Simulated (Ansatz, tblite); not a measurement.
**The cluster GeO4: charged states by level of theory**

What does removing or adding an electron cost or gain for the cluster GeO4? Each charged state is run at several levels.

The runs use Ansatz 0.2.0, Gaussian basis; as each input shows.

Plan: charge +1 doublet, at the geometry of the singlet (PBE0-D4/def2-TZVP, PBE-D4/def2-TZVP, r2SCAN-D4/def2-TZVP, CCSD(T)/def2-TZVPP); charge -1 doublet, at the geometry of the singlet (PBE0-D4/def2-TZVPD, PBE-D4/def2-TZVPD, r2SCAN-D4/def2-TZVPD); the starting singlet's energies come from earlier runs.

2 further runs of the same task are left out: 2 set aside as unsound or not needed.

## 1. The geometry

The singlet was relaxed beforehand with r2SCAN-D4/def2-SVP. At that level it is the lowest of the isomers that a small search found.

5 atoms, charge 0, spin multiplicity 1.

Atoms are counted from 1 here; the program's logs count them from 0.

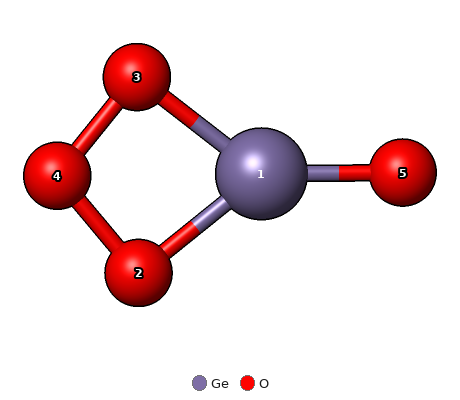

The structure; germanium purple, oxygen red; atoms are numbered from 1 in the order of the file.

## 2. Charge +1 doublet at the fixed geometry, PBE0-D4/def2-TZVP

Input file in.yaml:

```yaml
crystal:
  periodic: [false, false, false]
  atoms:
    - {symbol: Ge, position_ang: [-0.675756, 0.155990, -0.168054]}
    - {symbol: O, position_ang: [0.911225, -0.283300, -0.917359]}
    - {symbol: O, position_ang: [0.431071, -0.026582, 1.251292]}
    - {symbol: O, position_ang: [1.546421, -0.356994, 0.384672]}
    - {symbol: O, position_ang: [-2.212951, 0.510885, -0.550551]}
basis:
  gaussian: {orbitals: def2-TZVP}
total_charge: 1
magnetization: {spin_polarized: true, initial_magnetization: 1}
hamiltonian: {xc: pbe0, dispersion: d4}
scf: {omitted_lower_state_checks: [starts]}
output: {orbitals: {seedname: orbitals}}
```

The run is started by

```bash
> ansatz run in.yaml --threads 4 --pin off --events-out ev --progress --plain --max-ram 8704MiB
```

The log of the run:

```text
Functional definition: PBE0
  name "PBE0"
  cite "Adamo & Barone, J. Chem. Phys. 110, 6158 (1999) doi:10.1063/1.478522"
  cite "Perdew, Burke & Ernzerhof, Phys. Rev. Lett. 77, 3865 (1996) doi:10.1103/PhysRevLett.77.3865"
  parent pbe
  parameter a = 0.25
  parameter kappa = 0.804
  parameter beta = 0.06672455060314922
  exchange = (1 - a)*pbe_x(kappa = kappa, mu = beta*pi^2/3) + a*exact_x
  correlation = pbe_c(beta = beta)
these checks for a lower state are left out or cut short: starts
1005 factors; their error is unknown
mean field evaluation 1: about -64660.5459 eV, gradient 7.0e1 eV
mean field evaluation 2: about -64495.8739 eV, gradient 1.6e2 eV
mean field evaluation 4: about -64676.8457 eV, gradient 1.2e1 eV
mean field evaluation 8: about -64677.3167 eV, gradient 2.6e0 eV
mean field evaluation 16: about -64677.6432 eV, gradient 1.0e-2 eV
mean field -64677.64317891 eV, -2376.8595467439 hartree, gradient 1.8e-5 eV, S^2 0.777330; 0 other end points of the search recorded, 0 dependent functions left out
reference -64677.64319745 eV, -2376.8595474253 hartree; 32, 31 occupied and 140, 141 virtual orbitals, 1005 factors
Total energy: -64677.72245747 eV, -2376.8624601773 hartree
Checks for a lower state left out: starts
```

Run time: 4.2 s. Hardware: 4 threads of Arm Neoverse V1, shared host.

Report: HOMO -15.75 eV, LUMO -13.31 eV (over both spins); ⟨S²⟩ 0.777 (pure: 0.75).

## 3. Charge +1 doublet at the fixed geometry, PBE-D4/def2-TZVP

start.molden holds the orbitals of an earlier run on this state, given as this run's starting guess.

in.yaml: that of step 2 with these lines changed.

```diff
@@ -9,6 +9,6 @@
 basis:
-  gaussian: {orbitals: def2-TZVP}
+  gaussian: {orbitals: def2-TZVP, initial_orbitals: start.molden}
 total_charge: 1
 magnetization: {spin_polarized: true, initial_magnetization: 1}
-hamiltonian: {xc: pbe0, dispersion: d4}
+hamiltonian: {xc: pbe, dispersion: d4}
 scf: {omitted_lower_state_checks: [starts]}
```

The command is unchanged.

The log of the run:

```text
Functional definition: PBE
  name "PBE"
  cite "Perdew, Burke & Ernzerhof, Phys. Rev. Lett. 77, 3865 (1996) doi:10.1103/PhysRevLett.77.3865"
  parent pbe
  parameter kappa = 0.804
  parameter beta = 0.06672455060314922
  exchange = pbe_x(kappa = kappa, mu = beta*pi^2/3)
  correlation = pbe_c(beta = beta)
these checks for a lower state are left out or cut short: starts
962 factors; their error is unknown
mean field evaluation 1: about -64677.8273 eV, gradient 9.3e0 eV
mean field evaluation 2: about -64678.0522 eV, gradient 3.0e-1 eV
mean field evaluation 4: about -64678.0360 eV, gradient 2.1e-1 eV
mean field evaluation 8: about -64678.0360 eV, gradient 1.3e-5 eV
mean field -64678.03604393 eV, -2376.8739842669 hartree, gradient 1.3e-5 eV, S^2 0.756619; 0 other end points of the search recorded, 0 dependent functions left out
reference -64678.03606884 eV, -2376.8739851826 hartree; 32, 31 occupied and 140, 141 virtual orbitals, 962 factors
Total energy: -64678.13126148 eV, -2376.8774834476 hartree
Checks for a lower state left out: starts
```

It took 2.4 s on 4 threads of Arm Neoverse V1, shared host.

From the report: HOMO -14.57 eV, LUMO -13.89 eV (over both spins); ⟨S²⟩ 0.757 (pure: 0.75).

## 4. Charge +1 doublet at the fixed geometry, r2SCAN-D4/def2-TZVP

in.yaml: that of step 3 with these lines changed.

```diff
@@ -12,3 +12,3 @@
 magnetization: {spin_polarized: true, initial_magnetization: 1}
-hamiltonian: {xc: pbe, dispersion: d4}
+hamiltonian: {xc: r2scan, dispersion: d4}
 scf: {omitted_lower_state_checks: [starts]}
```

Launched as before.

The log of the run:

```text
Functional definition: r2SCAN
  name "r2SCAN"
  cite "Furness, Kaplan, Ning, Perdew & Sun, J. Phys. Chem. Lett. 11, 8208 (2020) doi:10.1021/acs.jpclett.0c02405"
  cite "Furness, Kaplan, Ning, Perdew & Sun, J. Phys. Chem. Lett. 11, 9248 (2020) doi:10.1021/acs.jpclett.0c03077"
  parent r2scan
  parameter k0 = 0.174
  parameter k1 = 0.065
  parameter a1 = 4.9479
  exchange = r2scan_x(k0 = k0, k1 = k1, a1 = a1)
  correlation = r2scan_c
these checks for a lower state are left out or cut short: starts
962 factors; their error is unknown
mean field evaluation 1: about -64689.8432 eV, gradient 5.6e0 eV
mean field evaluation 2: about -64689.9214 eV, gradient 1.3e-1 eV
mean field evaluation 4: about -64689.9074 eV, gradient 3.2e-3 eV
mean field evaluation 8: about -64689.9074 eV, gradient 8.6e-5 eV
mean field -64689.90737317 eV, -2377.3102475700 hartree, gradient 3.7e-5 eV, S^2 0.768483; 0 other end points of the search recorded, 0 dependent functions left out
reference -64689.90738091 eV, -2377.3102478545 hartree; 32, 31 occupied and 140, 141 virtual orbitals, 962 factors
Total energy: -64689.92866425 eV, -2377.3110300028 hartree
Checks for a lower state left out: starts
```

Run time: 7 s. Hardware: 4 threads of Arm Neoverse V1, shared host.

Report: HOMO -14.93 eV, LUMO -13.93 eV (over both spins); ⟨S²⟩ 0.768 (pure: 0.75).

## 5. Charge +1 doublet at the fixed geometry, CCSD(T)/def2-TZVPP

in.yaml: that of step 4 with these lines changed.

```diff
@@ -9,7 +9,7 @@
 basis:
-  gaussian: {orbitals: def2-TZVP, initial_orbitals: start.molden}
+  gaussian: {orbitals: def2-TZVPP, initial_orbitals: start.molden}
 total_charge: 1
 magnetization: {spin_polarized: true, initial_magnetization: 1}
-hamiltonian: {xc: r2scan, dispersion: d4}
-scf: {omitted_lower_state_checks: [starts]}
+correlation: {method: ccsd_t}
+scf: {omitted_lower_state_checks: [starts, cluster_reference]}
 output: {orbitals: {seedname: orbitals}}
```

The command is unchanged.

The log of the run, cut to the lines that bear on the results:

```text
Functional definition: HF
  name "HF"
  cite "Fock, Z. Phys. 61, 126 (1930) doi:10.1007/BF01340294"
  parent pbe
[...]
1148 factors; integrals over basis functions are off by at most 1.1e-3 eV
[...]
mean field -64608.62014076 eV, -2374.3229968772 hartree, gradient 1.3e-6 eV, S^2 0.887750; 0 other end points of the search recorded, 0 dependent functions left out
13 core orbitals not correlated: weight in the atoms' cores, before any rotation towards them, 1.000 or more for the frozen orbitals, at most 0.000 for the correlated occupied ones
reference -64608.62014076 eV, -2374.3229968772 hartree; 19, 18 occupied and 140, 141 virtual orbitals, 1148 factors
second order -30.92159341 eV of doubles, -0.00000000 eV of singles
cycle   1  -29.23684824 eV  change     1.7e0 eV  update   2.3e-1
[...]
cycle  17  -31.40041304 eV  change   -2.9e-5 eV  update   2.1e-5
perturbative correction -1.78709358 eV, -0.0656744778 hartree
Total energy: -64641.80764738 eV, -2375.5426152503 hartree
Checks for a lower state left out: starts, cluster_reference
```

Wall time 4.7 min (4 threads of Arm Neoverse V1, shared host); peak memory 4.6 GiB.

Report: Hartree-Fock HOMO -19.15 eV, LUMO -7.13 eV (over both spins); ⟨S²⟩ 0.888 (pure: 0.75); T1 0.050. Doubts: large T1 diagnostic.

## 6. Vertical ionisation energy

Charged state less starting state, singlet to doublet; the starting state's energies are those of its earlier runs.

| level | vertical ionisation energy (eV) | time |
| --- | --- | --- |
| HF/def2-TZVPP† | +10.45 |  |
| PBE-D4/def2-TZVP | +10.34 | 3.8 s |
| r2SCAN-D4/def2-TZVP | +10.55 | 9.9 s |
| PBE0-D4/def2-TZVP | +10.91 | 6.9 s |
| MP2/def2-TZVPP† | +12.14 |  |
| CCSD/def2-TZVPP† | +11.07 |  |
| CCSD(T)/def2-TZVPP† | +10.90 | 5.7 min |

Times add the two runs; a level without a time comes out of a correlated run. † marks a level with a doubtful state (flagged, unstable, out of aufbau order, or strongly spin-contaminated); such levels are left out of the summary. CCSD(T)/def2-TZVPP is no safe reference here (large T1 diagnostic).

Beside −ε(HOMO) of the starting state:

```
              level  −ε(HOMO) (eV)  by difference (eV)  mismatch (eV)
   PBE-D4/def2-TZVP           6.70               10.34          -3.64
r2SCAN-D4/def2-TZVP           7.09               10.55          -3.46
  PBE0-D4/def2-TZVP           8.48               10.91          -2.43
```

## 7. Charge -1 doublet at the fixed geometry, PBE0-D4/def2-TZVPD

in.yaml: that of step 5 with these lines changed.

```diff
@@ -9,7 +9,7 @@
 basis:
-  gaussian: {orbitals: def2-TZVPP, initial_orbitals: start.molden}
-total_charge: 1
+  gaussian: {orbitals: def2-TZVPD}
+total_charge: -1
 magnetization: {spin_polarized: true, initial_magnetization: 1}
-correlation: {method: ccsd_t}
-scf: {omitted_lower_state_checks: [starts, cluster_reference]}
+hamiltonian: {xc: pbe0, dispersion: d4}
+scf: {omitted_lower_state_checks: [starts]}
 output: {orbitals: {seedname: orbitals}}
```

The command is unchanged.

The log of the run, cut to the lines that bear on the results:

```text
Functional definition: PBE0
  name "PBE0"
  cite "Adamo & Barone, J. Chem. Phys. 110, 6158 (1999) doi:10.1063/1.478522"
  cite "Perdew, Burke & Ernzerhof, Phys. Rev. Lett. 77, 3865 (1996) doi:10.1103/PhysRevLett.77.3865"
  parent pbe
[...]
1162 factors; their error is unknown
[...]
mean field -64689.57305336 eV, -2377.2979615435 hartree, gradient 3.3e-5 eV, S^2 0.756114; 0 other end points of the search recorded, 0 dependent functions left out
reference -64689.57308610 eV, -2377.2979627466 hartree; 33, 32 occupied and 181, 182 virtual orbitals, 1162 factors
Total energy: -64689.67595242 eV, -2377.3017430140 hartree
Checks for a lower state left out: starts
```

Wall time 6 s (4 threads of Arm Neoverse V1, shared host); peak memory 0.75 GiB.

HOMO 0.88 eV, LUMO 3.08 eV (over both spins); ⟨S²⟩ 0.756 (pure: 0.75). Doubts: highest occupied level lies above zero.

## 8. Charge -1 doublet at the fixed geometry, PBE-D4/def2-TZVPD

in.yaml: that of step 7 with these lines changed.

```diff
@@ -9,6 +9,6 @@
 basis:
-  gaussian: {orbitals: def2-TZVPD}
+  gaussian: {orbitals: def2-TZVPD, initial_orbitals: start.molden}
 total_charge: -1
 magnetization: {spin_polarized: true, initial_magnetization: 1}
-hamiltonian: {xc: pbe0, dispersion: d4}
+hamiltonian: {xc: pbe, dispersion: d4}
 scf: {omitted_lower_state_checks: [starts]}
```

Launched as before.

The log of the run:

```text
Functional definition: PBE
  name "PBE"
  cite "Perdew, Burke & Ernzerhof, Phys. Rev. Lett. 77, 3865 (1996) doi:10.1103/PhysRevLett.77.3865"
  parent pbe
  parameter kappa = 0.804
  parameter beta = 0.06672455060314922
  exchange = pbe_x(kappa = kappa, mu = beta*pi^2/3)
  correlation = pbe_c(beta = beta)
these checks for a lower state are left out or cut short: starts
1109 factors; their error is unknown
mean field evaluation 1: about -64689.2227 eV, gradient 9.3e0 eV
mean field evaluation 2: about -64689.4282 eV, gradient 2.6e-1 eV
mean field evaluation 4: about -64689.4170 eV, gradient 2.2e-1 eV
mean field evaluation 8: about -64689.4171 eV, gradient 1.4e-5 eV
mean field -64689.41712252 eV, -2377.2922311909 hartree, gradient 1.4e-5 eV, S^2 0.753544; 0 other end points of the search recorded, 0 dependent functions left out
reference -64689.41716400 eV, -2377.2922327153 hartree; 33, 32 occupied and 181, 182 virtual orbitals, 1109 factors
Total energy: -64689.54050242 eV, -2377.2967653184 hartree
Checks for a lower state left out: starts
```

Run time: 3.5 s. Hardware: 4 threads of Arm Neoverse V1, shared host.

Report: HOMO 1.64 eV, LUMO 2.23 eV (over both spins); ⟨S²⟩ 0.754 (pure: 0.75). Doubts: highest occupied level lies above zero.

## 9. Charge -1 doublet at the fixed geometry, r2SCAN-D4/def2-TZVPD

in.yaml: that of step 8 with these lines changed.

```diff
@@ -12,3 +12,3 @@
 magnetization: {spin_polarized: true, initial_magnetization: 1}
-hamiltonian: {xc: pbe, dispersion: d4}
+hamiltonian: {xc: r2scan, dispersion: d4}
 scf: {omitted_lower_state_checks: [starts]}
```

Launched as before.

The log of the run:

```text
Functional definition: r2SCAN
  name "r2SCAN"
  cite "Furness, Kaplan, Ning, Perdew & Sun, J. Phys. Chem. Lett. 11, 8208 (2020) doi:10.1021/acs.jpclett.0c02405"
  cite "Furness, Kaplan, Ning, Perdew & Sun, J. Phys. Chem. Lett. 11, 9248 (2020) doi:10.1021/acs.jpclett.0c03077"
  parent r2scan
  parameter k0 = 0.174
  parameter k1 = 0.065
  parameter a1 = 4.9479
  exchange = r2scan_x(k0 = k0, k1 = k1, a1 = a1)
  correlation = r2scan_c
these checks for a lower state are left out or cut short: starts
1109 factors; their error is unknown
mean field evaluation 1: about -64701.4265 eV, gradient 5.6e0 eV
mean field evaluation 2: about -64701.5012 eV, gradient 1.2e-1 eV
mean field evaluation 4: about -64701.4909 eV, gradient 3.1e-3 eV
mean field -64701.49089131 eV, -2377.7359340101 hartree, gradient 6.5e-5 eV, S^2 0.759943; 0 other end points of the search recorded, 0 dependent functions left out
reference -64701.49091600 eV, -2377.7359349171 hartree; 33, 32 occupied and 181, 182 virtual orbitals, 1109 factors
Total energy: -64701.51890483 eV, -2377.7369634877 hartree
Checks for a lower state left out: starts
```

Wall time 9 s (4 threads of Arm Neoverse V1, shared host).

Report: HOMO 1.54 eV, LUMO 2.65 eV (over both spins); ⟨S²⟩ 0.760 (pure: 0.75). Doubts: highest occupied level lies above zero.

## 10. Vertical electron affinity

Starting state less charged state (positive: the electron is bound), singlet to doublet; the starting state's energies are those of its earlier runs.

```
               level  vertical electron affinity (eV)   time
   PBE-D4/def2-TZVPD                            +0.99  5.6 s
r2SCAN-D4/def2-TZVPD                            +0.97   13 s
  PBE0-D4/def2-TZVPD                            +0.97  8.8 s
```

Times add the two runs; a level without a time comes out of a correlated run.

Beside −ε(LUMO) of the starting state:

```
               level  −ε(LUMO) (eV)  by difference (eV)  mismatch (eV)
   PBE-D4/def2-TZVPD           3.86                0.99          +2.87
r2SCAN-D4/def2-TZVPD           3.66                0.97          +2.69
  PBE0-D4/def2-TZVPD           2.90                0.97          +1.92
```

## 11. What came out

| quantity | value |
| --- | --- |
| vertical ionisation energy, functionals in def2-TZVP | 10.34 (PBE-D4) to 10.91 eV (PBE0-D4) |
| vertical electron affinity, functionals in def2-TZVPD | 0.97 (r2SCAN-D4) to 0.99 eV (PBE-D4) |

**Reading.** The vertical ionisation energy spans 10.34 to 10.91 eV over the functionals. −ε(HOMO) misses the level's own difference by -2.43 eV at best (PBE0-D4) and -3.64 eV at worst (PBE-D4). The vertical electron affinity spans 0.97 to 0.99 eV over the functionals. The anion's highest level lies above zero where self-interaction lifts it, so diffuse functions weigh on these values. −ε(LUMO) misses the level's own difference by +1.92 eV at best (PBE0-D4) and +2.87 eV at worst (PBE-D4).
